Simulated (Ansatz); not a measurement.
# Molecular dynamics, with input and output: CH6InNO (part 3 of 3)

Continued. System: CH6InNO, SMILES C[O][InH][NH2]. Method: RKS r2SCAN-d4/def2-SVP (Ansatz 0.2.0). The geometry comes from this level: PBE0-D4/def2-TZVP.

Geometry of the input (Å):
```
C  -1.2748  -0.2414  1.0835
O  0.0795  -0.2301  1.4317
In 1.5000  0.0813  0.0737
N  0.6697  0.4557  -1.7168
H  -1.5326  -1.0614  0.3958
H  -1.8754  -0.3809  1.9900
H  -1.6061  0.6971  0.6145
H  3.1145  0.1186  0.5770
H  -0.2834  0.1728  -1.8842
H  1.2085  0.3882  -2.5653
```

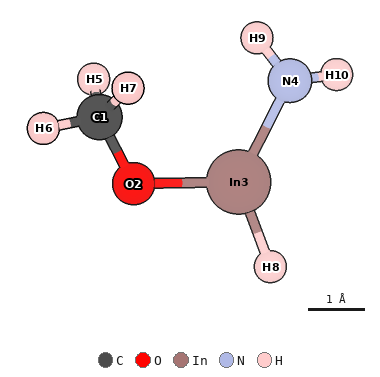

The geometry at step 40 of the log (ball-and-stick view, seen at a tilt; atoms are numbered from 1 in the order of the input).

Trajectory as extended XYZ, continued
```
10
Properties=species:S:1:pos:R:3:forces:R:3 step=30 time_fs=15.0 energy=-9840.77581 temperature=92.2
C    -1.1996   -0.2368    1.0989   -1.6516  -0.5210  -0.6555
O     0.1357   -0.2341    1.4264   -0.8756  -0.2155   1.2727
In    1.4747    0.0789    0.0763    2.4734   0.2572  -0.6344
N     0.7267    0.4869   -1.7548   -1.4396  -0.6156  -0.5463
H    -1.5091   -1.1283    0.4075    0.3065   1.1621   0.8574
H    -1.8315   -0.3044    2.0159    0.2118  -0.2636  -0.1344
H    -1.5795    0.7138    0.6168    0.3775  -0.4787  -0.0479
H     3.1178    0.1311    0.7483   -0.6870   0.0039  -0.3868
H    -0.2089    0.0394   -1.9621    1.3109   0.6599   0.2582
H     1.3325    0.3336   -2.5602   -0.0264   0.0113   0.0172
10
Properties=species:S:1:pos:R:3:forces:R:3 step=31 time_fs=15.5 energy=-9840.78033 temperature=96.7
C    -1.1991   -0.2375    1.0992   -1.6893  -0.4236  -0.5349
O     0.1359   -0.2348    1.4289   -0.8580  -0.2128   1.2392
In    1.4745    0.0789    0.0761    2.3556   0.2554  -0.6593
N     0.7283    0.4880   -1.7571   -1.5842  -0.6765  -0.5046
H    -1.5065   -1.1269    0.4102    0.2778   1.1124   0.8191
H    -1.8354   -0.3000    2.0179    0.2739  -0.2780  -0.2127
H    -1.5780    0.7154    0.6180    0.3864  -0.5086  -0.0527
H     3.1077    0.1321    0.7465   -0.5967   0.0059  -0.3524
H    -0.2097    0.0355   -1.9660    1.4445   0.7262   0.2806
H     1.3369    0.3330   -2.5589   -0.0101  -0.0004  -0.0221
10
Properties=species:S:1:pos:R:3:forces:R:3 step=32 time_fs=16.0 energy=-9840.79756 temperature=113.3
C    -1.1991   -0.2382    1.0994   -1.6808  -0.2970  -0.3777
O     0.1359   -0.2354    1.4316   -0.8289  -0.2098   1.1992
In    1.4744    0.0789    0.0760    2.2138   0.2536  -0.6876
N     0.7295    0.4890   -1.7595   -1.5997  -0.6848  -0.4411
H    -1.5033   -1.1228    0.4148    0.2302   0.9986   0.7328
H    -1.8385   -0.2963    2.0194    0.3185  -0.2880  -0.2709
H    -1.5755    0.7158    0.6191    0.3793  -0.5070  -0.0664
H     3.0962    0.1331    0.7440   -0.4870   0.0085  -0.3100
H    -0.2070    0.0335   -1.9692    1.4497   0.7344   0.2759
H     1.3414    0.3325   -2.5576    0.0050  -0.0084  -0.0542
10
Properties=species:S:1:pos:R:3:forces:R:3 step=33 time_fs=16.5 energy=-9840.82503 temperature=139.6
C    -1.1993   -0.2389    1.0995   -1.6231  -0.1395  -0.1863
O     0.1358   -0.2361    1.4344   -0.7892  -0.2067   1.1530
In    1.4743    0.0789    0.0759    2.0485   0.2515  -0.7195
N     0.7305    0.4898   -1.7620   -1.4836  -0.6400  -0.3593
H    -1.4995   -1.1163    0.4212    0.1635   0.8193   0.5974
H    -1.8410   -0.2933    2.0202    0.3429  -0.2934  -0.3055
H    -1.5721    0.7149    0.6200    0.3568  -0.4742  -0.0889
H     3.0835    0.1341    0.7407   -0.3586   0.0117  -0.2596
H    -0.2008    0.0331   -1.9718    1.3269   0.6834   0.2441
H     1.3458    0.3319   -2.5565    0.0161  -0.0120  -0.0754
10
Properties=species:S:1:pos:R:3:forces:R:3 step=34 time_fs=17.0 energy=-9840.85685 temperature=170.0
C    -1.1999   -0.2397    1.0996   -1.5149   0.0504   0.0367
O     0.1356   -0.2368    1.4375   -0.7408  -0.2035   1.1012
In    1.4742    0.0789    0.0757    1.8613   0.2490  -0.7550
N     0.7313    0.4906   -1.7645   -1.2356  -0.5411  -0.2613
H    -1.4953   -1.1078    0.4290    0.0780   0.5747   0.4131
H    -1.8426   -0.2909    2.0203    0.3458  -0.2944  -0.3146
H    -1.5679    0.7130    0.6207    0.3198  -0.4119  -0.1197
H     3.0699    0.1351    0.7368   -0.2126   0.0155  -0.2018
H    -0.1914    0.0345   -1.9738    1.0774   0.5721   0.1849
H     1.3503    0.3313   -2.5555    0.0215  -0.0108  -0.0838
10
Properties=species:S:1:pos:R:3:forces:R:3 step=35 time_fs=17.5 energy=-9840.88494 temperature=196.8
C    -1.2008   -0.2405    1.0997   -1.3575   0.2715   0.2865
O     0.1352   -0.2376    1.4407   -0.6858  -0.2002   1.0442
In    1.4742    0.0789    0.0756    1.6543   0.2458  -0.7935
N     0.7318    0.4913   -1.7671   -0.8599  -0.3884  -0.1482
H    -1.4909   -1.0979    0.4379   -0.0244   0.2694   0.1833
H    -1.8434   -0.2893    2.0197    0.3269  -0.2911  -0.2974
H    -1.5629    0.7100    0.6211    0.2703  -0.3233  -0.1576
H     3.0558    0.1362    0.7323   -0.0510   0.0200  -0.1372
H    -0.1795    0.0371   -1.9753    0.7067   0.4012   0.0991
H     1.3548    0.3307   -2.5548    0.0204  -0.0050  -0.0793
10
Properties=species:S:1:pos:R:3:forces:R:3 step=36 time_fs=18.0 energy=-9840.90108 temperature=212.2
C    -1.2019   -0.2413    1.0998   -1.1560   0.5160   0.5528
O     0.1348   -0.2384    1.4440   -0.6267  -0.1968   0.9827
In    1.4742    0.0789    0.0754    1.4311   0.2415  -0.8342
N     0.7322    0.4919   -1.7697   -0.3729  -0.1863  -0.0213
H    -1.4866   -1.0875    0.4471   -0.1395  -0.0842  -0.0827
H    -1.8433   -0.2883    2.0184    0.2868  -0.2835  -0.2546
H    -1.5573    0.7062    0.6211    0.2104  -0.2131  -0.2010
H     3.0416    0.1374    0.7276    0.1229   0.0252  -0.0671
H    -0.1659    0.0408   -1.9766    0.2309   0.1767  -0.0106
H     1.3594    0.3301   -2.5542    0.0130   0.0045  -0.0641
10
Properties=species:S:1:pos:R:3:forces:R:3 step=38 time_fs=19.0 energy=-9840.88170 temperature=194.2
C    -1.2049   -0.2424    1.1005   -0.6667   0.9961   1.0527
O     0.1337   -0.2400    1.4512   -0.5073  -0.1892   0.8486
In    1.4743    0.0789    0.0749    0.9566   0.2280  -0.9149
N     0.7328    0.4930   -1.7749    0.7656   0.3005   0.2529
H    -1.4793   -1.0680    0.4644   -0.3727  -0.8284  -0.6418
H    -1.8414   -0.2884    2.0140    0.1508  -0.2564  -0.1017
H    -1.5446    0.6975    0.6196    0.0721   0.0433  -0.2930
H     3.0145    0.1398    0.7178    0.4879   0.0372   0.0814
H    -0.1382    0.0487   -1.9796   -0.8722  -0.3595  -0.2679
H     1.3687    0.3289   -2.5535   -0.0140   0.0283  -0.0163
10
Properties=species:S:1:pos:R:3:forces:R:3 step=39 time_fs=19.5 energy=-9840.85373 temperature=168.0
C    -1.2066   -0.2427    1.1012   -0.4140   1.1680   1.2252
O     0.1330   -0.2409    1.4550   -0.4519  -0.1845   0.7774
In    1.4744    0.0790    0.0747    0.7197   0.2180  -0.9496
N     0.7333    0.4936   -1.7774    1.2693   0.5207   0.3770
H    -1.4768   -1.0608    0.4711   -0.4654  -1.1371  -0.8728
H    -1.8398   -0.2894    2.0113    0.0614  -0.2375  -0.0001
H    -1.5379    0.6932    0.6179    0.0009   0.1712  -0.3342
H     3.0025    0.1412    0.7131    0.6652   0.0437   0.1543
H    -0.1269    0.0517   -1.9818   -1.3563  -0.6015  -0.3839
H     1.3733    0.3283   -2.5532   -0.0290   0.0389   0.0066
10
Properties=species:S:1:pos:R:3:forces:R:3 step=40 time_fs=20.0 energy=-9840.82811 temperature=144.1
C    -1.2084   -0.2427    1.1021   -0.1838   1.2467   1.3017
O     0.1322   -0.2418    1.4589   -0.4020  -0.1789   0.7046
In    1.4745    0.0790    0.0744    0.4948   0.2058  -0.9761
N     0.7340    0.4944   -1.7799    1.6074   0.6682   0.4698
H    -1.4755   -1.0563    0.4756   -0.5234  -1.3416  -1.0245
H    -1.8381   -0.2910    2.0087   -0.0360  -0.2154   0.1097
H    -1.5312    0.6892    0.6153   -0.0665   0.2846  -0.3660
H     2.9920    0.1426    0.7088    0.8278   0.0502   0.2215
H    -0.1188    0.0533   -1.9851   -1.6769  -0.7659  -0.4637
H     1.3778    0.3279   -2.5529   -0.0414   0.0462   0.0229
10
Properties=species:S:1:pos:R:3:forces:R:3 step=41 time_fs=20.5 energy=-9840.81643 temperature=133.3
C    -1.2102   -0.2425    1.1032    0.0059   1.2085   1.2598
O     0.1314   -0.2427    1.4629   -0.3595  -0.1720   0.6307
In    1.4746    0.0790    0.0741    0.2913   0.1914  -0.9906
N     0.7350    0.4952   -1.7823    1.7086   0.7078   0.5161
H    -1.4754   -1.0550    0.4778   -0.5373  -1.4075  -1.0707
H    -1.8364   -0.2931    2.0063   -0.1352  -0.1905   0.2190
H    -1.5247    0.6859    0.6119   -0.1265   0.3728  -0.3834
H     2.9836    0.1442    0.7050    0.9666   0.0562   0.2794
H    -0.1147    0.0530   -1.9894   -1.7645  -0.8156  -0.4897
H     1.3822    0.3276   -2.5526   -0.0494   0.0489   0.0294
10
Properties=species:S:1:pos:R:3:forces:R:3 step=42 time_fs=21.0 energy=-9840.82374 temperature=140.2
C    -1.2121   -0.2421    1.1046    0.1434   1.0514   1.0970
O     0.1305   -0.2437    1.4670   -0.3253  -0.1638   0.5561
In    1.4747    0.0791    0.0738    0.1180   0.1753  -0.9898
N     0.7363    0.4962   -1.7847    1.5521   0.6275   0.5101
H    -1.4765   -1.0571    0.4773   -0.5046  -1.3236  -1.0033
H    -1.8351   -0.2956    2.0044   -0.2289  -0.1632   0.3177
H    -1.5185    0.6836    0.6076   -0.1763   0.4268  -0.3820
H     2.9774    0.1459    0.7018    1.0728   0.0614   0.3241
H    -0.1148    0.0508   -1.9949   -1.5991  -0.7383  -0.4548
H     1.3865    0.3274   -2.5522   -0.0522   0.0465   0.0251
10
Properties=species:S:1:pos:R:3:forces:R:3 step=43 time_fs=21.5 energy=-9840.84622 temperature=161.5
C    -1.2139   -0.2414    1.1062    0.2261   0.7978   0.8335
O     0.1296   -0.2447    1.4712   -0.3004  -0.1542   0.4810
In    1.4749    0.0791    0.0735   -0.0177   0.1581  -0.9712
N     0.7378    0.4972   -1.7869    1.1765   0.4448   0.4576
H    -1.4789   -1.0623    0.4745   -0.4316  -1.1063  -0.8346
H    -1.8343   -0.2986    2.0033   -0.3094  -0.1336   0.3949
H    -1.5127    0.6822    0.6023   -0.2140   0.4404  -0.3585
H     2.9738    0.1478    0.6995    1.1392   0.0653   0.3525
H    -0.1187    0.0468   -2.0015   -1.2190  -0.5515  -0.3659
H     1.3907    0.3273   -2.5517   -0.0498   0.0393   0.0107
10
Properties=species:S:1:pos:R:3:forces:R:3 step=44 time_fs=22.0 energy=-9840.87397 temperature=187.9
C    -1.2156   -0.2406    1.1080    0.2581   0.4874   0.5068
O     0.1286   -0.2457    1.4755   -0.2848  -0.1434   0.4056
In    1.4750    0.0791    0.0732   -0.1111   0.1405  -0.9335
N     0.7395    0.4984   -1.7890    0.6635   0.1981   0.3739
H    -1.4824   -1.0702    0.4697   -0.3303  -0.7933  -0.5936
H    -1.8342   -0.3018    2.0032   -0.3695  -0.1017   0.4409
H    -1.5074    0.6819    0.5962   -0.2391   0.4118  -0.3116
H     2.9729    0.1498    0.6980    1.1610   0.0675   0.3626
H    -0.1256    0.0415   -2.0089   -0.7043  -0.2953  -0.2403
H     1.3948    0.3273   -2.5512   -0.0437   0.0285  -0.0109
10
Properties=species:S:1:pos:R:3:forces:R:3 step=45 time_fs=22.5 energy=-9840.89670 temperature=209.7
C    -1.2173   -0.2397    1.1099    0.2481   0.1640   0.1609
O     0.1276   -0.2467    1.4798   -0.2778  -0.1315   0.3299
In    1.4751    0.0792    0.0728   -0.1605   0.1235  -0.8766
N     0.7414    0.4995   -1.7911    0.1064  -0.0686   0.2766
H    -1.4866   -1.0800    0.4634   -0.2153  -0.4315  -0.3157
H    -1.8351   -0.3053    2.0041   -0.4035  -0.0675   0.4485
H    -1.5027    0.6826    0.5893   -0.2523   0.3440  -0.2422
H     2.9748    0.1520    0.6973    1.1365   0.0677   0.3535
H    -0.1341    0.0355   -2.0170   -0.1460  -0.0159  -0.0992
H     1.3987    0.3274   -2.5507   -0.0357   0.0158  -0.0359
10
Properties=species:S:1:pos:R:3:forces:R:3 step=47 time_fs=23.5 energy=-9840.90782 temperature=221.1
C    -1.2206   -0.2378    1.1137    0.1417  -0.3899  -0.4399
O     0.1255   -0.2488    1.4886   -0.2842  -0.1051   0.1774
In    1.4753    0.0793    0.0720   -0.1366   0.0938  -0.7118
N     0.7451    0.5018   -1.7952   -0.8501  -0.5274   0.0953
H    -1.4963   -1.1019    0.4493    0.0083   0.2742   0.2256
H    -1.8397   -0.3127    2.0090   -0.3837   0.0087   0.3404
H    -1.4950    0.6861    0.5741   -0.2505   0.1232  -0.0513
H     2.9866    0.1569    0.6985    0.9587   0.0618   0.2824
H    -0.1511    0.0240   -2.0334    0.8202   0.4685   0.1600
H     1.4064    0.3276   -2.5501   -0.0237  -0.0077  -0.0781
10
Properties=species:S:1:pos:R:3:forces:R:3 step=48 time_fs=24.0 energy=-9840.89889 temperature=213.1
C    -1.2222   -0.2370    1.1155    0.0635  -0.5880  -0.6508
O     0.1243   -0.2499    1.4930   -0.2929  -0.0909   0.1010
In    1.4754    0.0793    0.0716   -0.0749   0.0821  -0.6097
N     0.7467    0.5028   -1.7972   -1.1678  -0.6842   0.0253
H    -1.5012   -1.1122    0.4427    0.1018   0.5638   0.4481
H    -1.8434   -0.3164    2.0128   -0.3332   0.0503   0.2326
H    -1.4921    0.6885    0.5661   -0.2407  -0.0077   0.0584
H     2.9961    0.1595    0.7001    0.8177   0.0559   0.2254
H    -0.1571    0.0196   -2.0413    1.1499   0.6335   0.2571
H     1.4102    0.3277   -2.5500   -0.0234  -0.0148  -0.0876
10
Properties=species:S:1:pos:R:3:forces:R:3 step=49 time_fs=24.5 energy=-9840.88678 temperature=201.9
C    -1.2238   -0.2362    1.1172   -0.0206  -0.7311  -0.7926
O     0.1231   -0.2510    1.4975   -0.3019  -0.0761   0.0249
In    1.4756    0.0794    0.0712    0.0094   0.0728  -0.4993
N     0.7482    0.5037   -1.7992   -1.3573  -0.7847  -0.0271
H    -1.5060   -1.1212    0.4372    0.1787   0.7940   0.6255
H    -1.8478   -0.3200    2.0171   -0.2625   0.0933   0.1013
H    -1.4897    0.6909    0.5583   -0.2281  -0.1364   0.1686
H     3.0076    0.1623    0.7023    0.6533   0.0482   0.1590
H    -0.1604    0.0168   -2.0485    1.3574   0.7370   0.3259
H     1.4139    0.3278   -2.5502   -0.0284  -0.0171  -0.0862
10
Properties=species:S:1:pos:R:3:forces:R:3 step=50 time_fs=25.0 energy=-9840.87664 temperature=192.5
C    -1.2254   -0.2357    1.1187   -0.1033  -0.8248  -0.8690
O     0.1219   -0.2521    1.5020   -0.3084  -0.0607  -0.0508
In    1.4757    0.0795    0.0707    0.1076   0.0660  -0.3844
N     0.7494    0.5045   -1.8012   -1.4163  -0.8284  -0.0602
H    -1.5102   -1.1284    0.4332    0.2384   0.9611   0.7555
H    -1.8530   -0.3234    2.0217   -0.1790   0.1368  -0.0418
H    -1.4879    0.6929    0.5509   -0.2149  -0.2527   0.2728
H     3.0206    0.1652    0.7049    0.4745   0.0393   0.0870
H    -0.1604    0.0157   -2.0549    1.4399   0.7776   0.3645
H     1.4176    0.3278   -2.5505   -0.0384  -0.0142  -0.0735
```
